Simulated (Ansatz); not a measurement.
**F₂GeH₅Si₂ (charge +1): density, localisation and related maps**

```xyz
10

F    -1.0043    2.2624    0.4045
F     2.5851    2.2011    1.9950
Ge    0.6549    1.8172   -0.6842
Si    1.6745    3.1446    1.0599
Si   -0.5694    3.2655    1.7933
H     0.2022    2.4123   -2.0183
H     0.5961    0.2920   -0.5976
H     2.3919    4.3592    0.6115
H    -0.9584    2.4598    2.9719
H    -1.3236    4.5201    1.5739
```

Geometry: PBE0-D3(BJ)/def2-SVP.

These are results of Ansatz 0.2.0, isolated molecule in a Gaussian basis; Kohn-Sham density functional theory, functional PBE0, not measurements.

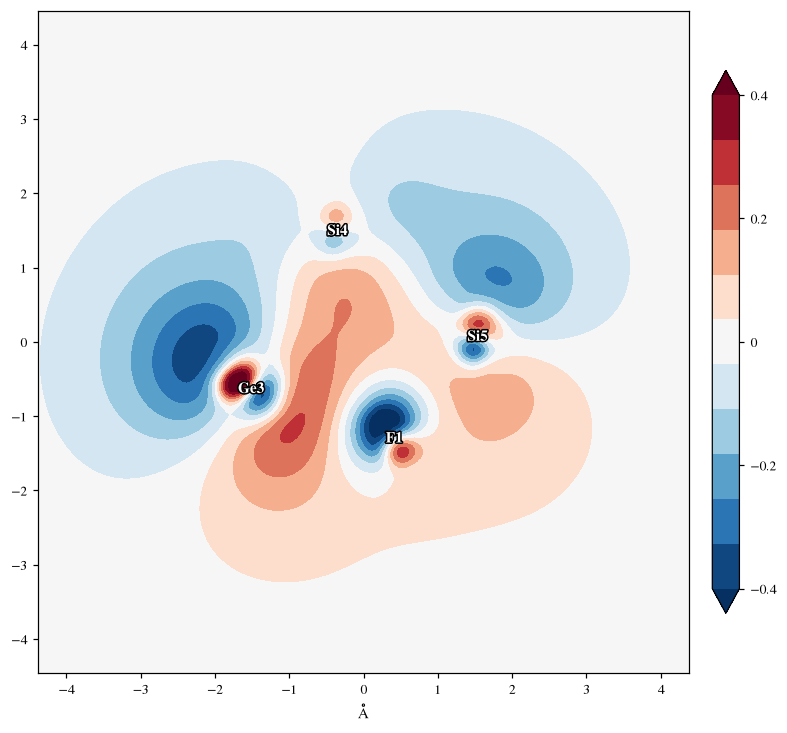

Figure 1. One frontier orbital on the plane of atoms F1, Ge3 and Si4 (values in Å⁻³ᐟ²; the overall sign is arbitrary).

> Which orbital is it: HOMO or LUMO?

The LUMO, at −7.33 eV. By Hirshfeld shares it lies mainly on Ge3 (about 50 %), Si5 (about 20 %), Si4 (about 15 %) and F1 (about 5 %).

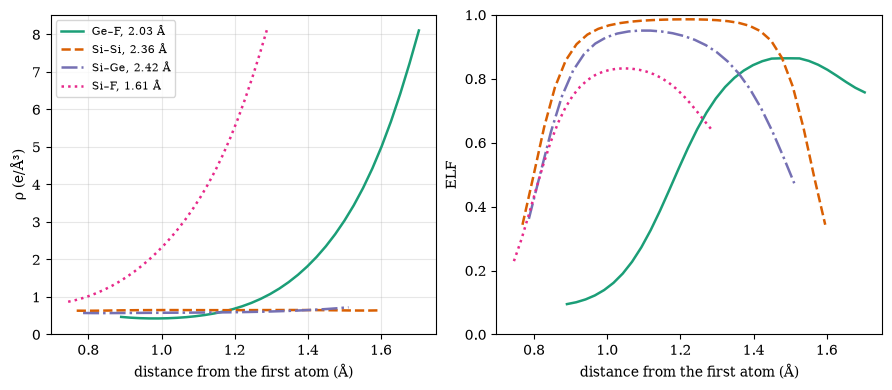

Figure 2. Total electron density and ELF along straight lines between neighbouring atoms. The curves leave out the atomic cores.

> What can be read from the curves?

Ge–F (2.03 Å): ρ is about 0.43 e/Å³ halfway; the ELF peaks at about 0.85 in the valence shell of F, 0.6 Å from its nucleus, and is about 0.15 at the midpoint.
Si–Si (2.36 Å): ρ at the midpoint is about 0.65 e/Å³; the ELF peaks at about 1 between the atoms (a covalent bond).
Si–Ge (2.42 Å): ρ at the midpoint is about 0.6 e/Å³; the ELF peaks at about 0.95 between the atoms: a shared electron pair.
Si–F (1.61 Å): ρ is about 1 e/Å³ halfway; the ELF peaks at about 0.85 in the valence shell of F, 0.6 Å from its nucleus, and is about 0.45 at the midpoint.

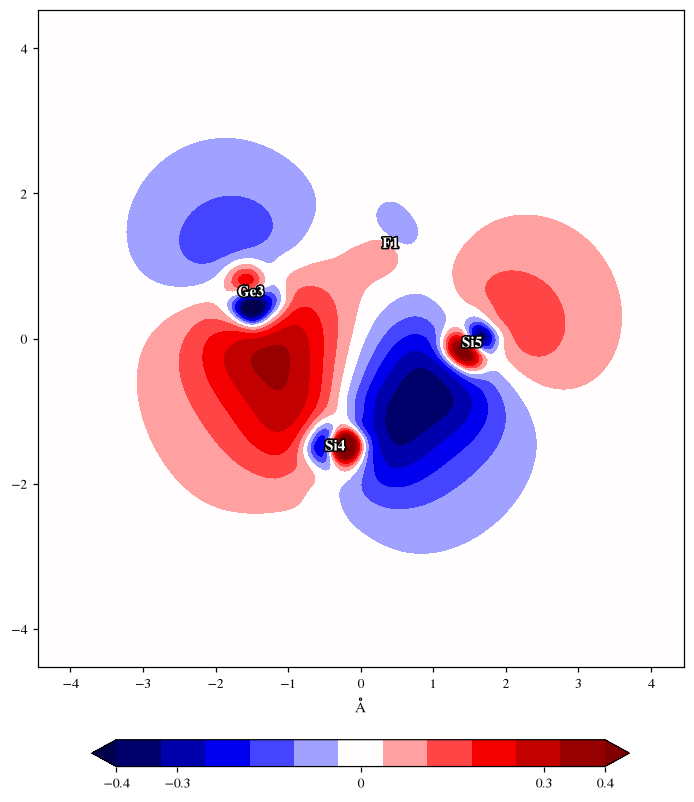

Figure 3. The HOMO on the plane of atoms F1, Si5 and Si4 (values in Å⁻³ᐟ²; the overall sign is arbitrary).

> Where does this orbital lie, and at what energy?

It lies mainly on Si4 (about 30 %), Ge3 (about 25 %), Si5 (about 25 %) and F2 (about 5 %). Its energy is −13.09 eV.
